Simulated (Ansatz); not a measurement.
## WC (Qusongite, P-6m2): zone-centre modes under pressure

Wanted: Grüneisen parameters and pressure coefficients of the modes of WC (Qusongite, P-6m2).

Program: Ansatz 0.2.0. Level of theory: DFT LDA, scalar-relativistic, plane waves, PAW; PAW set soft_1. Results are calculated unless marked as measured.

### 1. Set-up

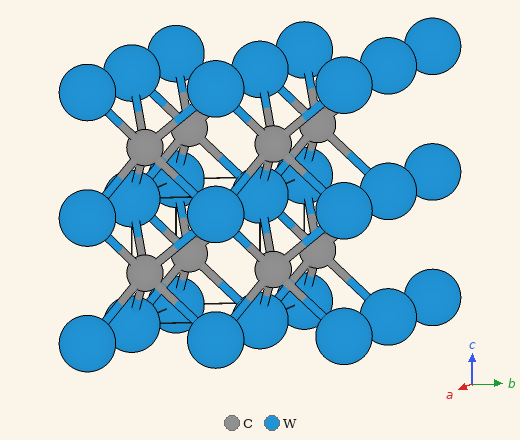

The starting structure, seen slightly off an axis (carbon grey, tungsten blue). 2×2×2 cells are drawn. Bonds to atoms that aren't drawn are left out. Some periodic images of atoms are drawn too.

### 2. A rough relaxation first

A rough relaxation comes first, because large forces or stress need no tight tolerances yet.

input.yaml

```yaml
crystal:
  lattice:
    - [2.9065, 0.0, 0.0]
    - [-1.45325, 2.5171028361, 0.0]
    - [0.0, 0.0, 2.8366]
  atoms:
    - { symbol: C, position: [0.66666667, 0.33333333, 0.5] }
    - { symbol: W, position: [0.0, 0.0, 0.0] }
kpoints:
  mp_grid: { grid: [9, 9, 8] }
hamiltonian:
  xc: lda
  pseudopotentials: { kind: paw, azcp: { folder: soft_1 }, xc_functional: pbe }
scf:
  occupations: { method: gaussian, width: 0.1 }
output:
  forces: true
  stress: true
  eigenvalues: true
relax:
  adjacent_minimum: "off"
  f_tol: 0.05
  max_steps: 80
  cell: { stress_tol: 0.5 }
```

On the command line:

```console
ansatz run input.yaml --threads 4 --pin off --max-ram 10240MiB --backend cpu --events-out ev --progress --plain --runs-dir out
```

Numbers of over 12 decimals in the logs are rounded to 6 here.

The program printed:

```text
The last accepted step is kept in <dir> (removed where the run ends without a failure and the disk answers)
Engine: ansatz 0.2.0, x86_64-unknown-linux-gnu
Pseudopotentials: kind: paw
Pseudopotential: C, paw, valence charge 4, recommended cutoff 420 eV (normal), soft_1/C.paw.azcp
Pseudopotential: W, paw, valence charge 14, recommended cutoff 420 eV (normal), soft_1/W.paw.azcp
Functional definition: SPW92
[...]
F+E_penalty+E_count = -10374.18099310 eV   max|allowed force component| = 4.811e-16 eV/Å   (the final SCF, on the basis selected at the relaxed cell)
  cell:  # Å, volume = 20.2668 Å³
    - [2.885386, -2.3440941929505922e-18, 0]
    - [-1.442693, 2.498818, 0]
    - [0, 0.0, 2.810914]
  atoms:
    - { symbol: C, position: [0.666667, 0.333333, 0.5] }
    - { symbol: W, position: [1.850371700815423e-17, -1.8503717008154222e-17, 0] }
[key lines of the parts left out:]
SCF converged after 7 iterations
Free energy (F): -10374.180993 eV
Fermi energy:    20.667942 eV
P = ⅓ Tr σ = -0.0437 GPa (-0.437 kbar)
```

Wall time 3.7 s (4 threads of Intel Xeon at 2.70GHz, shared host); peak memory 0.35 GiB; 11 s of CPU time.

Step by step:

```tsv
step	energy less that of the first step (eV)	largest force component (eV/Å)	pressure (GPa)	volume (Å³)
1	0.0000	0.0000	-9.67	20.75
2	-0.0114	0.0000	5.68	20.00
3	-0.0154	0.0000	-0.11	20.28
4	-0.0159	0.0000	-0.22	20.28
5	-0.0159	0.0000	0.00	20.27
6*	-0.0152	0.0000	-0.04	20.27
```

Relaxation steps marked * repeat the geometry before them on a plane-wave basis chosen anew for their cell, so energy and pressure can jump there.

Forces are held to the 12 operations that the run works with; a distortion that breaks them can't arise in this run.

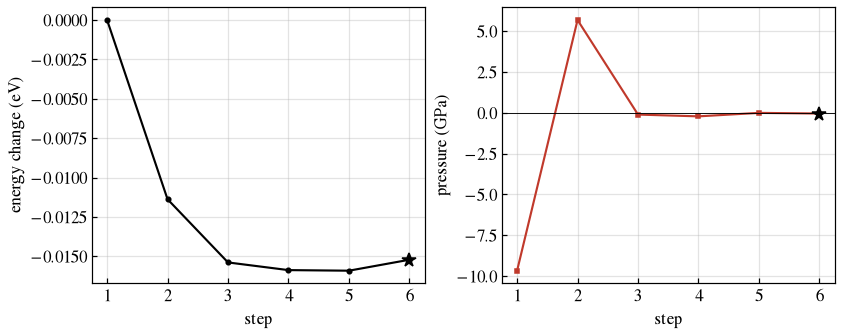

Energy and pressure along the relaxation. Stars mark steps on a basis chosen anew.

```tsv
conventional cell, symmetrised	before	after	change
a (Å)	2.907	2.885	-0.7 %
b (Å)	2.907	2.885	-0.7 %
c (Å)	2.837	2.811	-0.9 %
volume (Å³/atom)	10.38	10.13	-2.3 %
```

The relaxed structure:

```xyz
2
Lattice="2.8854 0.0000 0.0000 -1.4427 2.4988 0.0000 0.0000 0.0000 2.8109" Properties=species:S:1:pos:R:3 pbc="T T T"
C     1.4427    0.8329    1.4055
W     0.0000    0.0000    0.0000
```

This step gave:

```
pressure          : -0.04369 GPa
volume per atom   : 10.13 Å³
gap on the k-mesh : 0 eV
```

In this step the volume went from 10.38 to 10.13 Å³/atom.

### 3. Relaxation

The cell and atoms are relaxed, since residual forces and stress would shift the frequencies.

input.yaml, the sections that differ from step 2:

```yaml
crystal:
  lattice:
    - [2.8853862765, 0.0, 0.0]
    - [-1.4426931383, 2.4988178152, 0.0]
    - [0.0, 0.0, 2.81091428]
  atoms:
    - { symbol: C, position: [0.6666666667, 0.3333333333, 0.5] }
    - { symbol: W, position: [0.0, 0.0, 0.0] }
kpoints:
  mp_grid: { grid: [18, 18, 14] }
relax:
  adjacent_minimum: "off"
  f_tol: 0.005
  max_steps: 80
  cell: { stress_tol: 0.05 }
# hamiltonian, scf, output: as in step 2
```

The program printed:

```text
[...]
Crystal: 2 atoms, lattice volume = 20.267 Å³
Basis set: ecut = 420 eV, 405 PW (Γ)
Bands: 13, of which v1, the nominal top of the filled ones, is band 9 counted from 1 (8 counted from 0)
Symmetry: 12 space group operations
[...]
k-points: 296 of 4536 (time reversal used)
[...]
k-point 295: bands = [... 5 lower, 13.2548, 15.2170, 19.1342, 20.0204, 25.2016, 27.3605, 28.4842, 30.0390]
--- Relaxed structure (3 steps of the walk, 2 accepted, 1 SCFs on fresh bases) ---
[...]
cell:  # Å, volume = 20.2602 Å³
    - [2.883910, 2.8852781346739878e-11, 0.0]
    - [-1.441955, 2.497540, 0.0]
    - [0.0, 0.0, 2.812871]
  atoms:
    - { symbol: C, position: [0.666667, 0.333333, 0.5] }
    - { symbol: W, position: [-3.700743415524895e-17, 0, 0.0] }
[key lines of the parts left out:]
SCF converged after 7 iterations
Free energy (F): -10374.181275 eV
Fermi energy:    20.689374 eV
P = ⅓ Tr σ = -0.0012 GPa (-0.012 kbar)
```

It took 12 s on 4 threads; peak memory 0.47 GiB.

Little changed from the start: no atom moved by 0.005 Å and no cell edge by 0.1 %.

This step gave:

- pressure: -0.001205 GPa

In this step the volume went from 10.13 to 10.13 Å³/atom.

### 4. Tight relaxation

Phonons need small forces and stress, so the relaxation is finished with tight tolerances on 18×18×16 k points.

input.yaml, the sections that differ from step 3:

```yaml
crystal:
  lattice:
    - [2.8839103237, 0.0, 0.0]
    - [-1.4419551619, 2.4975396026, 0.0]
    - [0.0, 0.0, 2.8128714628]
  atoms:
    - { symbol: C, position: [0.6666666667, 0.3333333333, 0.5] }
    - { symbol: W, position: [0.0, 0.0, 0.0] }
kpoints:
  mp_grid: { grid: [18, 18, 16] }
scf:
  occupations: { method: methfessel_paxton, width: 0.2 }
relax:
  adjacent_minimum: "off"
  f_tol: 0.001
  max_steps: 60
  cell: { stress_tol: 0.01 }
# hamiltonian, output: as in step 3
```

The program printed:

```text
[...]
Crystal: 2 atoms, lattice volume = 20.260 Å³
Basis set: ecut = 420 eV, 405 PW (Γ)
Bands: 13, of which v1, the nominal top of the filled ones, is band 9 counted from 1 (8 counted from 0)
Symmetry: 12 space group operations
[...]
k-points: 333 of 5184 (time reversal used)
[...]
k-point 332: bands = [... 5 lower, 13.2549, 15.2171, 19.1347, 20.0201, 25.2014, 27.3605, 28.4841, 30.0392]
--- Relaxed structure (3 steps of the walk, 2 accepted, 1 SCFs on fresh bases) ---
[...]
cell:  # Å, volume = 20.2602 Å³
    - [2.883929, 2.8867753323945484e-11, 0]
    - [-1.441965, 2.497556, 0]
    - [0, 0, 2.812833]
  atoms:
    - { symbol: C, position: [0.666667, 0.333333, 0.5] }
    - { symbol: W, position: [-3.700743415524894e-17, 0, 0] }
[key lines of the parts left out:]
SCF converged after 3 iterations
Free energy (F): -10374.179923 eV
Fermi energy:    20.680700 eV
P = ⅓ Tr σ = 0.0001 GPa (0.001 kbar)
```

The job ended after 14 s (4 threads; peak memory 0.48 GiB).

Little changed from the start: no atom moved by 0.005 Å and no cell edge by 0.1 %.

This step gave:

* pressure: 8.72e-5 GPa

The forces vanish by symmetry and the pressure is 0.000 GPa, within the tolerances set. The cell now holds 10.13 Å³/atom.

### 5. Modes at rest

The force constants come from the linear response of the density to a displacement.

The modes at rest are the reference of the series.

input.yaml, the sections that differ from step 4:

```yaml
crystal:
  lattice:
    - [2.8839292816, 0.0, 0.0]
    - [-1.4419646408, 2.4975560206, 0.0]
    - [0.0, 0.0, 2.8128330472]
  atoms:
    - { symbol: C, position: [0.6666666667, 0.3333333333, 0.5] }
    - { symbol: W, position: [0.0, 0.0, 0.0] }
output:
  eigenvalues: true
phonons:
  method: dfpt
# kpoints, hamiltonian, scf: as in step 4
# relax: removed
```

The program printed:

```text
zone centre: on kpoints.mp_grid the ground state, and the responses unless they are solved on pairs of k-points, stand on 819 of the mesh's 5184 k-points, reduced under 4 symmetry operations, with k and −k counted as one. Each operation leaves every solved displacement unchanged or reverses it
[...]
Crystal: 2 atoms, lattice volume = 20.260 Å³
Basis set: ecut = 420 eV, 405 PW (Γ), exchange–correlation on 40×40×40 points (8 copies of the dense FFT grid, shifted against one another)
Bands: 13, of which v1, the nominal top of the filled ones, is band 9 counted from 1 (8 counted from 0)
Symmetry: 12 space group operations
k-points: 819 of 5184 (irreducible under 4 space group operations, time reversal used)
[...]
SCF iter   1: F=—  HF=-10375.427984 eV  |F-HF|=—  |Δ(HF+E_count)|=         —  Δρ=1.34e-1  dr2=4.85e0  ethr=3.10e-3  ⟨swp⟩=5.0  Hψ=53256  notcnv=0
[...]
SCF iter   9: F=-10374.179924 eV  HF=-10374.179924 eV  |F-HF|=0.00e0  |Δ(HF+E_count)|=  3.64e-12  S|Δr|=    0.00e0  Δρ=5.69e-8  dr2=1.89e-13  ethr=1.00e-12  ⟨swp⟩=5.0  Hψ=40024  notcnv=0
SCF 1 converged in 9 iterations: F = -10374.179924 eV  dr2 = 1.89e-13
[...]
DFPT response loops at Γ: preconditioner auto → Kerker (q_TF=auto, 2.675 Å⁻¹) (partly filled bands, converged f_vac=0.000); β = 1.00, the filter's whole step (`scf.mixing.beta` (0.50) is not read by the response loops under this deck's `scf.mixing.preconditioner`; to damp them name `kerker` or `kerker_dos`, under which they read `scf.mixing.beta`, and type it under 1.00, their step now; both keys bind the ground state too); Broyden in place of MSR1
SCF converged after 9 iterations
[...]
Free energy (F): -10374.179924 eV
[...]
Internal energy: -10374.179749 eV  (E = F + TS)
E sigma→0 (E₀):  -10374.179880 eV
Entropy (-TS):   -0.000175 eV (-0.087 meV/atom)
Fermi energy:    20.680700 eV
[...]
--- Band table (eV; the first three rows and the last of 819) ---
  k-point 0: bands = [... 5 lower, 16.2229, 17.2289, 17.2289, 20.7961, 23.9731, 23.9731, 26.4016, 26.4016]
  k-point 1: bands = [... 5 lower, 16.1866, 17.2736, 17.2736, 20.7767, 23.6096, 23.6096, 26.6265, 26.6265]
  k-point 2: bands = [... 5 lower, 16.0269, 17.4045, 17.4045, 20.8066, 22.8479, 22.8479, 26.9449, 26.9449]
  k-point 818: bands = [... 5 lower, 14.1557, 14.8444, 18.7150, 19.4020, 25.8653, 26.2626, 26.9323, 30.4405]
--- Phonons (Γ-DFPT): 4 representative perturbations + reference, on 819 of 5184 k-points (Σ response iterations 12) ---
  k mesh reduced under 4 symmetry operations, with k and −k counted as one. Each operation leaves every solved displacement unchanged or reverses it
  ASR residual: 4.223e-5 → 0.000e0 eV/Å²; symmetrization residual: 9.758e-7 eV/Å²
  ASR residual per site (eV/Å²): 7.48e-6 4.22e-5
  Γ frequencies (cm⁻¹): 0.00 0.00 0.00 601.32 626.62 626.62
  non-analytic LO–TO correction: not included (Born effective charges unavailable; polar crystals: no LO–TO splitting at Γ)
```

Run time: 33 s. Hardware: 4 threads; peak memory 0.9 GiB; 1.8 min of CPU time.

In the SCF lines HF is the Harris–Foulkes energy and dr2 the Hartree energy of the density residual, in eV; the loop may stop once dr2 is under the threshold and the program's other checks hold. Hψ counts applications of the Hamiltonian.

This step gave:

| Quantity | Value |
| --- | --- |
| sum-rule residual before enforcement | 4.22e-5 eV/Å² |
| point group | -6m2 |
| highest optical mode at the zone centre (no LO-TO term) | 626.6 cm⁻¹ |
| lowest optical zone-centre mode | 601.3 cm⁻¹ |

Patterns of degenerate modes are one choice out of their space. Modes at Γ, with each element's share of the kinetic energy:

```tsv
mode	frequency (cm⁻¹)	symmetry	C %	W %
1	0.0	acoustic	6	94
2	0.0	acoustic	6	94
3	0.0	acoustic	6	94
4	601.3	A2''	94	6
5	626.6	E'	94	6
6	626.6	E'	94	6
```

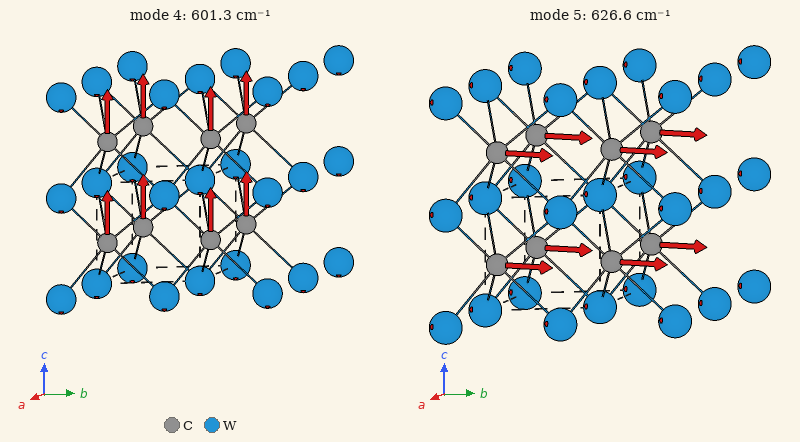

Displacement patterns of modes 4 and 5 at Γ; arrows are exaggerated. Bonds to atoms that aren't drawn are left out. 2×2×2 cells are drawn. Some periodic images of atoms are drawn too.

Before it was imposed, the acoustic sum rule was missed by 4.2e-5 eV/Å². Small misses are needed for a sound result but don't prove that mesh and cutoff are converged. The lowest optical mode is real, 601 cm⁻¹.

### 6. A member of the series: 1.06 times the volume at rest

The cell is set to 1.06 times the volume at rest, and shape and atoms relax at that volume.

input.yaml, the sections that differ from step 5:

```yaml
crystal:
  lattice:
    - [2.9440008909, 0.0, 0.0]
    - [-1.4720004454, 2.5495795603, 0.0]
    - [0.0, 0.0, 2.861166689]
  atoms:
    - { symbol: C, position: [0.6666666667, 0.3333333333, 0.5] }
    - { symbol: W, position: [0.0, 0.0, 0.0] }
output:
  forces: true
  stress: true
  eigenvalues: true
relax:
  adjacent_minimum: "off"
  f_tol: 0.001
  max_steps: 60
  cell: { stress_tol: 0.01, fix: [volume] }
# kpoints, hamiltonian, scf: as in step 5
# phonons: removed
```

The program printed:

```text
[...]
Crystal: 2 atoms, lattice volume = 21.476 Å³
Basis set: ecut = 420 eV, 405 PW (Γ)
Bands: 13, of which v1, the nominal top of the filled ones, is band 9 counted from 1 (8 counted from 0)
Symmetry: 12 space group operations
[...]
k-points: 333 of 5184 (time reversal used)
[...]
k-point 332: bands = [... 5 lower, 12.3782, 14.0718, 17.7541, 18.7071, 23.4852, 25.3449, 26.5226, 28.0489]
--- Relaxed structure (3 steps of the walk, 2 accepted, 1 SCFs on fresh bases) ---
[...]
cell:  # Å, volume = 21.4758 Å³
    - [2.945778, -2.8884849239005956e-11, 0.0]
    - [-1.472889, 2.551119, 0.0]
    - [0.0, 0.0, 2.857716]
  atoms:
    - { symbol: C, position: [0.666667, 0.333333, 0.5] }
    - { symbol: W, position: [-3.700743415524894e-17, 0, 0.0] }
[key lines of the parts left out:]
SCF converged after 4 iterations
Free energy (F): -10374.093333 eV
Fermi energy:    19.307803 eV
P = ⅓ Tr σ = -21.6889 GPa (-216.889 kbar)
```

Elapsed: 13 s, on 4 threads; peak memory 0.48 GiB.

The steps of the relaxation:

```tsv
step	energy less that of the first step (eV)	largest force component (eV/Å)	pressure (GPa)	volume (Å³)
1	0.0000	0.0000	-21.76	21.48
2	0.0003	0.0000	-21.52	21.48
3	-0.0001	0.0000	-21.69	21.48
4*	-0.0001	0.0000	-21.69	21.48
```

Relaxation steps marked * repeat the geometry before them on a plane-wave basis chosen anew for their cell, so energy and pressure can jump there. Relaxation step 2 was tried and not accepted.

Forces are held to the 12 operations that the run works with; a distortion that breaks them can't arise in this run.

```tsv
conventional cell, symmetrised	before	after	change
a (Å)	2.944	2.946	+0.1 %
b (Å)	2.944	2.946	+0.1 %
c (Å)	2.861	2.858	-0.1 %
volume (Å³/atom)	10.74	10.74	+0.0 %
```

Final coordinates:

```xyz
2
Lattice="2.9458 0.0000 0.0000 -1.4729 2.5511 0.0000 0.0000 0.0000 2.8577" Properties=species:S:1:pos:R:3 pbc="T T T"
C     1.4729    0.8504    1.4289
W     0.0000    0.0000    0.0000
```

This step gave:

```yaml
pressure: -21.69 GPa
volume_per_atom: 10.74 Å³
```

The forces vanish by symmetry, at a pressure of -21.69 GPa.

### 7. Zone-centre modes of the member: 1.06 times the volume at rest

The zone-centre modes follow for 1.06 times the volume at rest.

input.yaml, the sections that differ from step 6:

```yaml
crystal:
  lattice:
    - [2.9457780214, 0.0, 0.0]
    - [-1.4728890107, 2.5511186005, 0.0]
    - [0.0, 0.0, 2.8577155581]
  atoms:
    - { symbol: C, position: [0.6666666667, 0.3333333333, 0.5] }
    - { symbol: W, position: [0.0, 0.0, 0.0] }
output:
  eigenvalues: true
phonons:
  method: dfpt
# kpoints, hamiltonian, scf: as in step 6
# relax: removed
```

The program printed:

```text
[...]
Crystal: 2 atoms, lattice volume = 21.476 Å³
Basis set: ecut = 420 eV, 405 PW (Γ), exchange–correlation on 40×40×40 points (8 copies of the dense FFT grid, shifted against one another)
Bands: 13, of which v1, the nominal top of the filled ones, is band 9 counted from 1 (8 counted from 0)
Symmetry: 12 space group operations
k-points: 819 of 5184 (irreducible under 4 space group operations, time reversal used)
[...]
SCF iter   1: F=—  HF=-10375.313211 eV  |F-HF|=—  |Δ(HF+E_count)|=         —  Δρ=1.28e-1  dr2=4.89e0  ethr=3.10e-3  ⟨swp⟩=5.0  Hψ=53184  notcnv=0
[...]
SCF iter   9: F=-10374.093334 eV  HF=-10374.093334 eV  |F-HF|=0.00e0  |Δ(HF+E_count)|=  9.09e-12  S|Δr|=    0.00e0  Δρ=4.71e-8  dr2=1.22e-13  ethr=1.00e-12  ⟨swp⟩=5.0  Hψ=39553  notcnv=0
SCF 1 converged in 9 iterations: F = -10374.093334 eV  dr2 = 1.22e-13
[...]
SCF converged after 9 iterations
[...]
Free energy (F): -10374.093334 eV
[...]
Internal energy: -10374.092923 eV  (E = F + TS)
E sigma→0 (E₀):  -10374.093231 eV
Entropy (-TS):   -0.000411 eV (-0.205 meV/atom)
Fermi energy:    19.307803 eV
[...]
--- Band table (eV; the first three rows and the last of 819) ---
  k-point 0: bands = [... 5 lower, 15.1955, 16.0720, 16.0720, 19.4726, 22.3486, 22.3486, 24.7370, 24.7370]
  k-point 1: bands = [... 5 lower, 15.1522, 16.1144, 16.1144, 19.4488, 22.0209, 22.0209, 24.9367, 24.9367]
  k-point 2: bands = [... 5 lower, 14.9718, 16.2383, 16.2383, 19.4701, 21.3227, 21.3227, 25.2283, 25.2283]
  k-point 818: bands = [... 5 lower, 13.2012, 13.7295, 17.3685, 18.1154, 24.1046, 24.4564, 25.0228, 28.4544]
[...]
ASR residual: 1.519e-5 → 0.000e0 eV/Å²; symmetrization residual: 1.262e-6 eV/Å²
  ASR residual per site (eV/Å²): 3.48e-6 1.52e-5
  Γ frequencies (cm⁻¹): 0.00 0.00 0.00 523.73 568.94 568.94
[...]
```

Run time: 32 s. Hardware: 4 threads; peak memory 0.94 GiB; 1.7 min of CPU time.

Numbers from this step:

* sum-rule residual before enforcement: 1.52e-5 eV/Å²
* highest optical mode at the zone centre (no LO-TO term): 568.9 cm⁻¹
* lowest optical zone-centre mode: 523.7 cm⁻¹

Patterns of degenerate modes are one choice out of their space. The modes at Γ (shares of kinetic energy by element, %):

```tsv
mode	frequency (cm⁻¹)	symmetry	C %	W %
1	0.0	acoustic	6	94
2	0.0	acoustic	6	94
3	0.0	acoustic	6	94
4	523.7	A2''	94	6
5	568.9	E'	94	6
6	568.9	E'	94	6
```

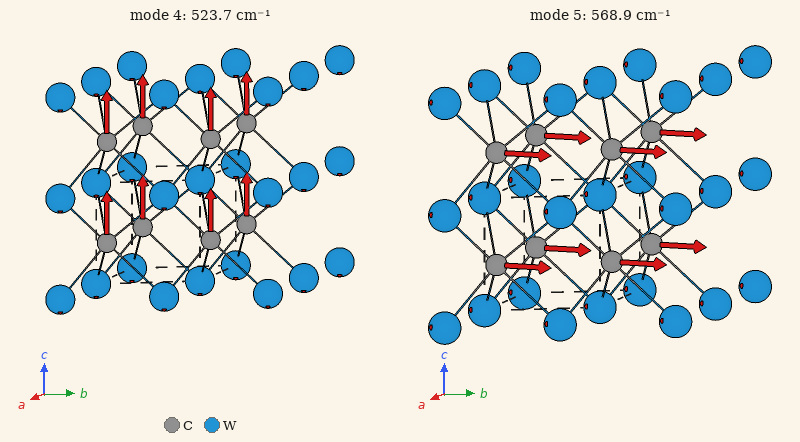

Displacement patterns of modes 4 and 5 at Γ; arrows are exaggerated. Bonds to atoms that aren't drawn are left out. 2×2×2 cells are drawn. Some periodic images of atoms are drawn too.

The lowest optical mode is real, 524 cm⁻¹, and the highest lies at 568.9 cm⁻¹.

Between step 5 and this run (volume ratio 1.06) the value for the highest optical mode at the zone centre (no LO-TO term) moves from 627 cm⁻¹ to 569 cm⁻¹ (-9 %).

(Continued in part 2 of 2.)

[Logs are printed without paths, hosts, clocks, repeated set-up lines and the standing remarks that a program may print on its own settings, such as how far it seeks lower states.]

[Hosts, paths, dates, database ids (printed as entryN), source tags and the programs' standing remarks are cut or masked in the printed files.]
